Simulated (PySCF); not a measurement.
# CH11PSi3 (SMILES [SiH3]C([SiH3])[SiH2]P): what the fields show

The calculation's input:

```
{"job": {"kind": "nmr", "xc": "PBE0", "basis": "pcSseg-1"}, "charge": 0, "multiplicity": 1}
Si    -2.082606    -1.004576    -0.041004
C     -0.537018     0.015873     0.392600
Si    -0.574729     1.769554    -0.353581
Si     1.069977    -0.918735    -0.007244
P      2.782248     0.205678     0.910379
H     -2.155705    -1.204582    -1.488260
H     -3.282413    -0.299730     0.417792
H     -2.012937    -2.308934     0.622164
H     -0.547710     0.152491     1.479084
H      0.574321     2.544617     0.123747
H     -0.525694     1.683701    -1.815813
H     -1.806559     2.449411     0.055204
H      1.232029    -1.092833    -1.457998
H      1.085106    -2.256374     0.603332
H      3.036516     0.993808    -0.195099
H      3.737575    -0.720423     0.538527
```

Run with:

```sh
OMP_NUM_THREADS=1 python probes_run.py task.json out
```

Geometry: GFN2-xTB.

Method: PBE0/pcSseg-1, SCF density, gas phase, non-relativistic in PySCF 2.14.0.

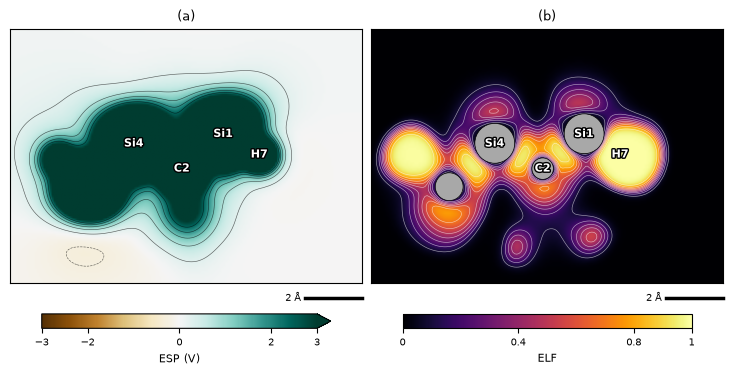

Figure 1. (a) molecular electrostatic potential; (b) electron localisation function on the plane of atoms Si1, C2 and Si4. Grey discs cover the atomic cores in the ELF map.

> Read the bonding off the picture.

The section cuts through Si, C and H sites. C–Si (1.90 Å): the ELF peaks at about 0.95 between the atoms: a covalent bond. Si–H (1.47 Å): the ELF climbs to about 1 towards the hydrogen, as it does in any bond to H. Outside the dense part of the molecule the potential is most negative (−0.3 V) near P5, which lies off the plane.

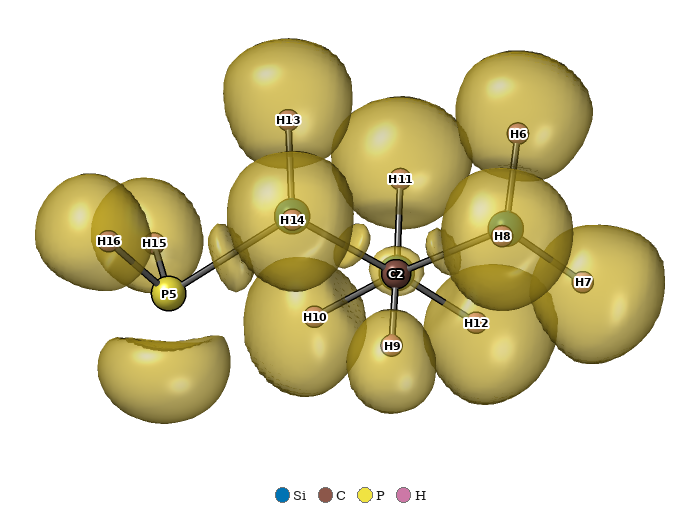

Figure 2. Isosurface of the ELF at 0.9 (yellow), seen from one side. Only the valence region is drawn (cores and ρ < 0.01 e/Å³ removed).

> What do the ELF domains correspond to?

The surface consists of three regions between bonded C–Si atoms (shared pairs), one region between bonded P–Si atoms (shared pairs), eleven regions around hydrogen nuclei and one lobe on P, pointing away from the bonds (lone pairs).


 Si–P (2.24 Å): the ELF peaks at about 0.95 between the atoms: a covalent bond.

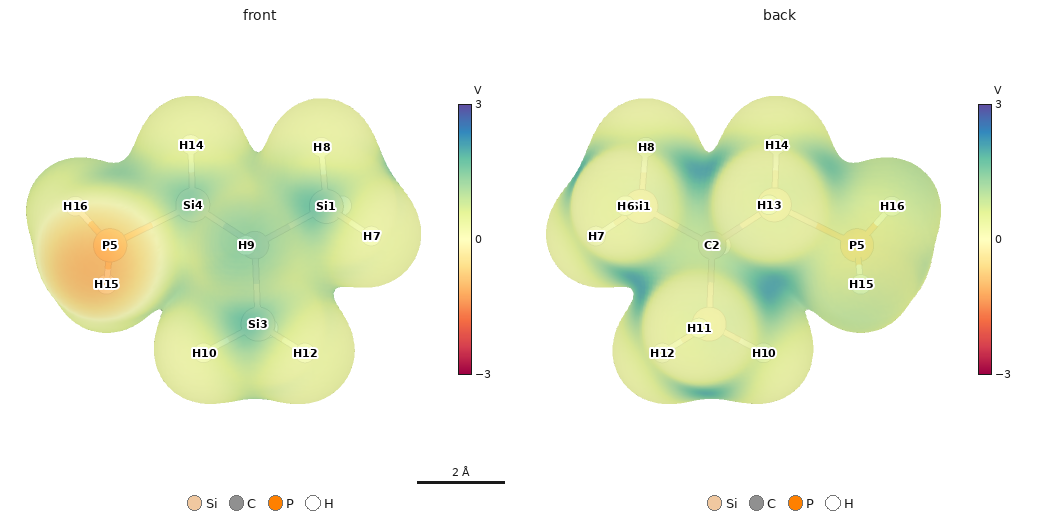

Figure 3. The molecular electrostatic potential painted on the density surface at 0.004 e/bohr³, seen from the front and from behind; the colour scale runs from red (negative) to blue (positive).

> Describe the electrostatic potential map.

The most negative region (about −1.1 V) lies over P5, the most positive (about +2.0 V) over Si1, Si3 and Si4.
